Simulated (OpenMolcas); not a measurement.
Run report: GeBNH6, single-point calculation (part 2 of 3)

Continued. System: GeBNH6. Method: CASSCF/ANO-R1, sfX2C (OpenMolcas 26.06). The geometry comes from this level: PBE0-D4/def2-TZVP.

Geometry of the input (Å):
```
B  -0.8740  0.6295  -1.1629
N  -0.0233  0.6871  -0.0627
Ge 0.6652  -0.7614  0.8666
H  -1.2179  -0.4407  -1.5810
H  -1.2491  1.6470  -1.6748
H  0.2539  1.5984  0.2725
H  2.2016  -0.7148  0.8049
H  0.1149  -2.0152  0.1846
H  0.2173  -0.6760  2.3357
```

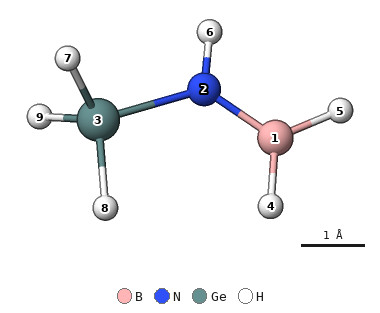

**Figure 1.** The structure (ball-and-stick view, seen at a tilt; atoms are numbered from 1 in the order of the input). Sticks mark near contacts.

Log, continued:
```
          iter iter root      energy       change     param      element    value   shift minimum  type update hh:mm:ss
 Nr of preliminary CI iterations:   1
      Total energies have been shifted. Add                -2000.00 au
        1   1    9    1  -179.21776177    0.00E+00   8.13E-02   19  31 1  4.34E-03*  0.00   0.00    SX    NO    0:00:00
        2   1    9    1  -179.22063075   -2.87E-03* -2.28E-02   17  34 1 -3.32E-03*  0.00   0.00    SX    NO    0:00:00
        3   1    8    1  -179.22090234   -2.72E-04* -1.21E-02   17  34 1  2.91E-03*  0.00   0.00    SX    NO    0:00:00
        4   1    8    1  -179.22097253   -7.02E-05* -8.05E-03   17  34 1 -2.28E-03*  0.00   0.00    SX    NO    0:00:00
        5   1    8    1  -179.22099343   -2.09E-05*  1.16E-02   17  34 1  1.76E-03*  0.00   1.17    QN   YES    0:00:00
        6   1    7    1  -179.22100753   -1.41E-05*  7.12E-03   17  34 1  3.10E-04*  0.00   1.39    QN   YES    0:00:00
        7   1    7    1  -179.22101048   -2.95E-06*  5.68E-03   19  31 1  2.48E-04*  0.00   1.59    QN   YES    0:00:00
        8   1    6    1  -179.22101209   -1.61E-06*  2.47E-03   17  34 1 -1.30E-04*  0.00   1.42    QN   YES    0:00:00
        9   1    6    1  -179.22101273   -6.36E-07*  2.04E-03   17  34 1 -1.14E-04*  0.00   1.58    QN   YES    0:00:00
       10   1    6    1  -179.22101299   -2.58E-07*  8.81E-04   17  34 1 -5.46E-05   0.00   1.35    QN   YES    0:00:00
       11   1    5    1  -179.22101305   -5.94E-08*  2.67E-04   23  26 1  2.51E-05   0.00   1.38    QN   YES    0:00:00
       12   1    5    1  -179.22101306   -1.23E-08* -9.89E-05   23  26 1  8.18E-06   0.00   1.26    QN   YES    0:00:00
       13   1    4    1  -179.22101306   -1.63E-09   3.33E-05   25  29 1 -4.49E-06   0.00   1.29    QN   YES    0:00:00
      Convergence after 13 iterations
       14   1    4    1  -179.22101306   -2.41E-10   3.33E-05   25  30 1 -1.54E-06   0.00   1.29    QN   YES    0:00:00

      ************************************************************************************************************************
                                                      Wave function printout:
                       occupation of active orbitals, and spin coupling of open shells (u,d: Spin up or down)
      ************************************************************************************************************************

      Note: transformation to natural orbitals
      has been made, which may change the order of the CSFs.

      printout of CI-coefficients larger than  0.05 for root  1
      energy=   -2179.221013
      conf/sym  11     Coeff  Weight
             1  20   0.99267 0.98540
             3  02  -0.12084 0.01460

      Natural orbitals and occupation numbers for root  1
      sym 1:   1.970795   0.029205

      ************************************************************************************************************************
      *                                                    Final results                                                     *
      ************************************************************************************************************************

++    Final optimization conditions:
      ------------------------------

      Average CI energy                           -2179.22101306
      RASSCF energy for state  1                  -2179.22101306
      Super-CI energy                                -0.00000000
      RASSCF energy change                           -0.00000000
      Max change in MO coefficients               6.683E-05
      Max non-diagonal density matrix element     3.331E-05
      Maximum BLB matrix element                 -1.544E-06
      (orbital pair  25,  30 in symmetry   1)
      Norm of electronic gradient            4.015E-06
--

      Final state energy(ies):
      ------------------------

::    RASSCF root number  1 Total energy:  -2179.22101306
      Von Neumann Entropy (Root   1) =  0.10995

      Mulliken population analysis for root number:  1
      -----------------------------------------------

++    Molecular charges:
      ------------------

      Mulliken charges per centre
      ---------------------------

                B1      N2      GE3     H4      H5      H6      H7      H8      H9
      Total    5.2631  7.5119 31.6780  0.9122  0.9049  0.6176  1.0473  1.0177  1.0472

      N-E     -0.2631 -0.5119  0.3220  0.0878  0.0951  0.3824 -0.0473 -0.0177 -0.0472

      Total electronic charge=   50.000000

      Total            charge=   -0.000000
--

      Expectation values of various properties for root number:  1
      -----------------------------------------------------------

++    Molecular properties:
      ---------------------

      Charge (e):
                      =   -0.0000
      Dipole Moment (debye):
      Origin of the operator (angstrom)=    0.3767   -0.3842    0.4832
                   X=  1.1888E+00               Y=  1.3564E+00               Z=  1.5050E+00           Total=  2.3491E+00
      Quadrupole Moment (debye*angstrom):
      Origin of the operator (angstrom)=    0.3767   -0.3842    0.4832
                  XX= -4.9366E+01              XY=  1.8204E+00              XZ= -4.4086E+00              YY= -4.3605E+01
                  YZ=  2.2948E+00              ZZ= -5.1766E+01
      In traceless form (debye*angstrom)
                  XX= -1.6806E+00              XY=  2.7306E+00              XZ= -6.6129E+00              YY=  6.9614E+00
                  YZ=  3.4422E+00              ZZ= -5.2808E+00
--

      LoProp population analysis for root number:  1
      -----------------------------------------------

++    LoProp analysis:
      ----------------

++    Static properties:
      ------------------

      LoProp Charges per center

                   B1       N2       GE3      H4       H5       H6       H7       H8       H9
      Nuclear      5.0000   7.0000  32.0000   1.0000   1.0000   1.0000   1.0000   1.0000   1.0000
      Electronic  -5.3293  -7.2999 -31.7531  -0.9295  -0.9255  -0.6971  -1.0323  -1.0010  -1.0322

      Total       -0.3293  -0.2999   0.2469   0.0705   0.0745   0.3029  -0.0323  -0.0010  -0.0322
--

      Natural Bond Order analysis for root number:  1

++    Natural Bond Order analysis
      ---------------------------
      Based on LoProp computed density
      -------------------------------------------------------------------------------------
      Atom A       Atom B       Bond Order
      -------------------------------------------------------------------------------------
      NBO located      0.993 non-bonded electrons on atom B1
      NBO located      0.910 non-bonded electrons on atom N2
      NBO located      0.998 non-bonded electrons on atom N2
      NBO located      0.981 non-bonded electrons on atom N2
      NBO located      0.997 non-bonded electrons on atom GE3
      NBO located      1.002 non-bonded electrons on atom GE3
      NBO located      1.001 non-bonded electrons on atom GE3
      NBO located      0.998 non-bonded electrons on atom GE3
      NBO located      0.998 non-bonded electrons on atom GE3
      NBO located      0.999 non-bonded electrons on atom GE3
      NBO located      1.001 non-bonded electrons on atom GE3
      NBO located      0.999 non-bonded electrons on atom GE3
      NBO located      1.000 non-bonded electrons on atom GE3
      NBO located      1.000 non-bonded electrons on atom GE3
      NBO located      1.000 non-bonded electrons on atom GE3
      NBO located      1.000 non-bonded electrons on atom GE3
      NBO located      1.000 non-bonded electrons on atom GE3
      NBO located      1.000 non-bonded electrons on atom GE3
      The remaining    9.188 electrons are to be considered as diffuse
--

--

      Average orbitals are written to the RASORB file
      Natural orbitals for root   1 are written to the RASORB.1 file
      Spin density orbitals for root   1 are written to the SPDORB.1 file

--- Stop Module: rasscf /rc=_RC_ALL_IS_WELL_ ---

>>> COPY step2.RunFile RUNFIL1

>>> COPY step2.RasOrb INPORB

--- Start Module: gateway ---

                                              &GATEWAY

                       available to each process: 1.9 GB of memory, 1 thread

++    Symmetry information:
      ---------------------

                    Character Table for C1

                             E
                    a        1  x, y, xy, Rz, z, xz, Ry, yz, Rx, I
--

++    Basis set information:
      ----------------------

      Basis set label: B.ANO-R...3S2P1D.

      Electronic valence basis set:
      ------------------
      Associated Effective Charge   5.000000 au
      Associated Actual Charge      5.000000 au
      Nuclear Model: Finite nucleus - Gaussian distribution
        Gaussian exponent, Xi/bohr**(-2):  7.11787E+08

      Shell  nPrim  nBasis  Cartesian Spherical Contaminant
         s      12       3        X
         p       7       2        X
         d       3       1                 X

      Basis set label: N.ANO-R...3S2P1D.

      Electronic valence basis set:
      ------------------
      Associated Effective Charge   7.000000 au
      Associated Actual Charge      7.000000 au
      Nuclear Model: Finite nucleus - Gaussian distribution
        Gaussian exponent, Xi/bohr**(-2):  6.28656E+08

      Shell  nPrim  nBasis  Cartesian Spherical Contaminant
         s      13       3        X
         p       8       2        X
         d       4       1                 X

      Basis set label: GE.ANO-R...5S4P3D1F.

      Electronic valence basis set:
      ------------------
      Associated Effective Charge  32.000000 au
      Associated Actual Charge     32.000000 au
      Nuclear Model: Finite nucleus - Gaussian distribution
        Gaussian exponent, Xi/bohr**(-2):  2.52356E+08

      Shell  nPrim  nBasis  Cartesian Spherical Contaminant
         s      20       5        X
         p      15       4        X
         d       9       3                 X
         f       6       1                 X

      Basis set label: H.ANO-R...2S1P.

      Electronic valence basis set:
      ------------------
      Associated Effective Charge   1.000000 au
      Associated Actual Charge      1.000000 au
      Nuclear Model: Finite nucleus - Gaussian distribution
        Gaussian exponent, Xi/bohr**(-2):  2.12482E+09

      Shell  nPrim  nBasis  Cartesian Spherical Contaminant
         s       7       2        X
         p       4       1        X
--

++    Molecular structure info:
      -------------------------

                    ************************************************
                    **** Cartesian Coordinates / bohr, angstrom ****
                    ************************************************

     Center  Label                x              y              z                     x              y              z
        1      B1              -1.651621       1.189583      -2.197563             -0.874000       0.629500      -1.162900
        2      N2              -0.044031       1.298431      -0.118486             -0.023300       0.687100      -0.062700
        3      GE3              1.257046      -1.438837       1.637637              0.665200      -0.761400       0.866600
        4      H4              -2.301497      -0.832802      -2.987657             -1.217900      -0.440700      -1.581000
        5      H5              -2.360457       3.112379      -3.164913             -1.249100       1.647000      -1.674800
        6      H6               0.479801       3.020538       0.514950              0.253900       1.598400       0.272500
        7      H7               4.160421      -1.350776       1.521041              2.201600      -0.714800       0.804900
        8      H8               0.217130      -3.808176       0.348843              0.114900      -2.015200       0.184600
        9      H9               0.410637      -1.277455       4.413833              0.217300      -0.676000       2.335700

                    ***************************************
                    *    InterNuclear Distances / bohr    *
                    ***************************************

               1 B1            2 N2            3 GE3           4 H4            5 H5            6 H6
    1 B1       0.000000
    2 N2       2.630352        0.000000
    3 GE3      5.484313        3.502771        0.000000
    4 H4       2.266413        4.227346        5.867184        0.000000
    5 H5       2.266134        4.235205        7.540848        3.949601        0.000000
    6 H6       3.905520        1.908218        4.663750        5.903568        4.649398        0.000000
    7 H7       7.352636        5.232949        2.907050        7.896394        9.186935        5.802376
    8 H8       5.912191        5.134592        2.890706        5.131137        8.178296        6.835783
    9 H9       7.351853        5.232956        2.906840        7.895280        9.186240        5.803345

               7 H7            8 H8            9 H9
    7 H7       0.000000
    8 H8       4.791911        0.000000
    9 H9       4.736507        4.792300        0.000000

                    *******************************************
                    *    InterNuclear Distances / angstrom    *
                    *******************************************

               1 B1            2 N2            3 GE3           4 H4            5 H5            6 H6
    1 B1       0.000000
    2 N2       1.391923        0.000000
    3 GE3      2.902173        1.853587        0.000000
    4 H4       1.199334        2.237015        3.104780        0.000000
    5 H5       1.199186        2.241174        3.990445        2.090039        0.000000
    6 H6       2.066712        1.009785        2.467950        3.124034        2.460355        0.000000
    7 H7       3.890848        2.769158        1.538344        4.178592        4.861516        3.070485
    8 H8       3.128597        2.717109        1.529696        2.715281        4.327768        3.617341
    9 H9       3.890433        2.769161        1.538234        4.178002        4.861149        3.070998

               7 H7            8 H8            9 H9
    7 H7       0.000000
    8 H8       2.535770        0.000000
    9 H9       2.506452        2.535976        0.000000
```
